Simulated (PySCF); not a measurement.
C4H7OSSi (doublet)

```xyz
14

C     2.0489    0.1568    0.6326
C     0.9476    0.0719   -0.0815
C     0.2003   -1.0947   -0.5947
Si   -1.6379   -0.8004   -0.1234
C    -1.4536    1.0231    0.1063
S     0.0590    1.6195   -0.5201
O     0.5722    2.7325    0.2808
H     2.4260    1.1191    0.9383
H     2.6063   -0.7113    0.9452
H     0.2971   -1.1306   -1.6809
H     0.6142   -2.0202   -0.1989
H    -1.9589   -1.4773    1.1367
H    -2.5182   -1.2490   -1.2083
H    -2.2037    1.7600    0.3309
```

Geometry: GFN2-xTB.

Theory: UKS B3LYP, pcH-1 on C H O S Si, non-relativistic, mean-field spin-orbit, GIAO (PySCF).

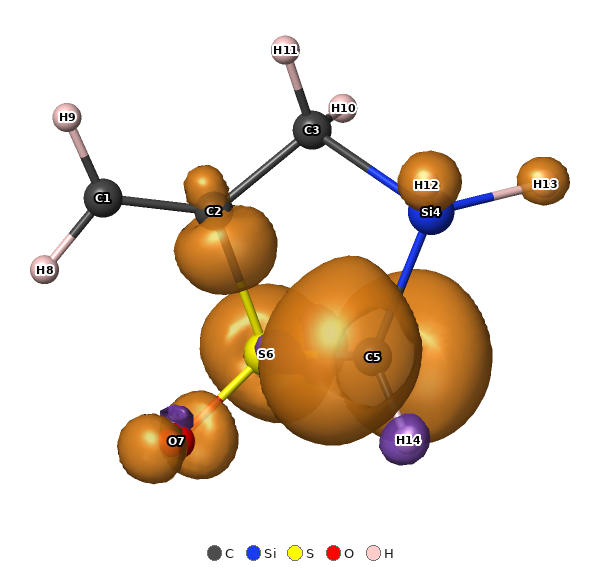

Figure 1. Isosurfaces of the spin density (α minus β) at +0.02 (orange) and −0.02 e/Å³ (purple), seen at a tilt.

Question: Where is the unpaired spin?

Answer: The unpaired spin (1 electron) lies mostly on C5 (about 0.6) and S6 (about 0.2), in electrons by Hirshfeld's partition.

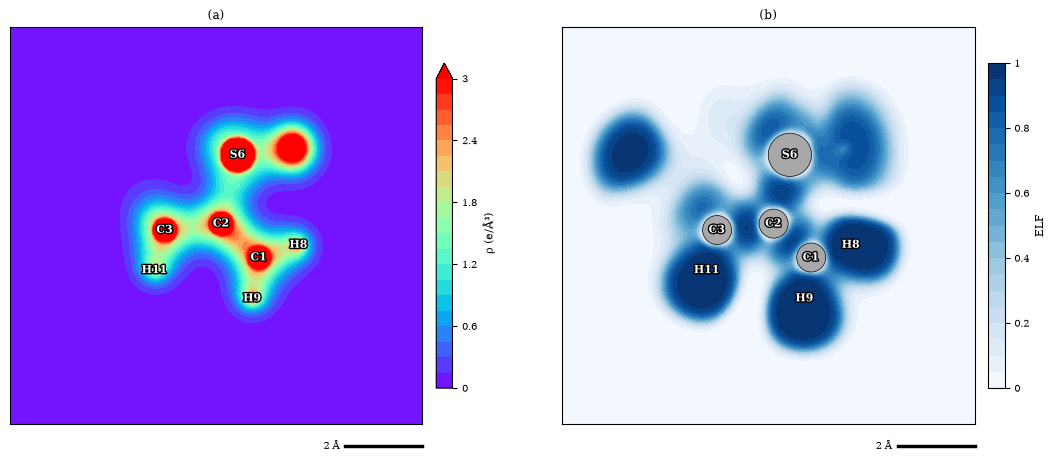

Figure 2. (a) total electron density; (b) ELF on the plane of atoms C2, C1 and H9. Grey discs cover the atomic cores in the ELF map.

Question: Read the bonding off the picture.

Answer:
- The section cuts through C, S and H sites.
- C–C (1.32 Å): ρ at the midpoint is about 2.4 e/Å³; the ELF peaks at about 0.90 between the atoms: a multiple bond.
- C–H (1.08 Å): ρ is about 2.1 e/Å³ halfway; the ELF climbs to about 1 towards the hydrogen, as it does in any bond to H (a covalent bond by its length).
- C–C (1.48 Å): ρ at the midpoint is about 1.8 e/Å³; the ELF peaks at about 0.95 between the atoms, as expected for a shared electron pair.
- C–S (1.84 Å): the density is about 1.3 e/Å³ at the midpoint; the ELF peaks at about 0.95 between the atoms (localised, covalent bonding).
- The ELF also peaks beside O7, away from the bonds: non-bonding electrons, paired or unpaired.

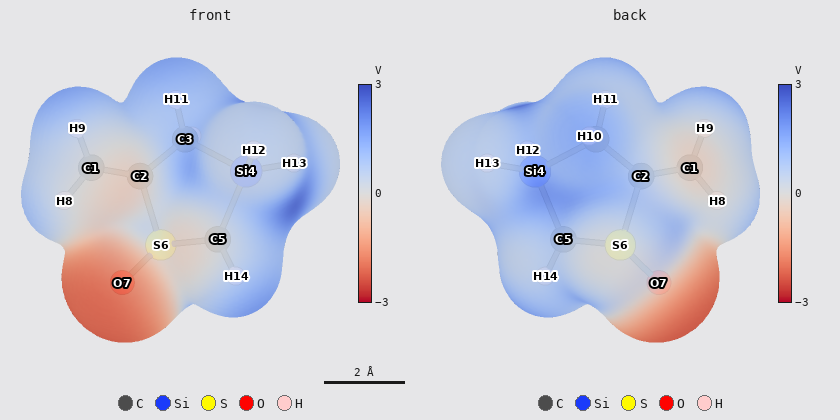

Figure 3. The molecular electrostatic potential painted on the density surface at 0.004 e/bohr³, seen from the front and from behind; red is negative and blue positive.

Question: Where is the surface potential most negative and most positive?

Answer: The most negative region (about −2.2 V) lies over O7, the most positive (about +2.3 V) over Si4. O7 is the likeliest acceptor of a hydrogen bond.
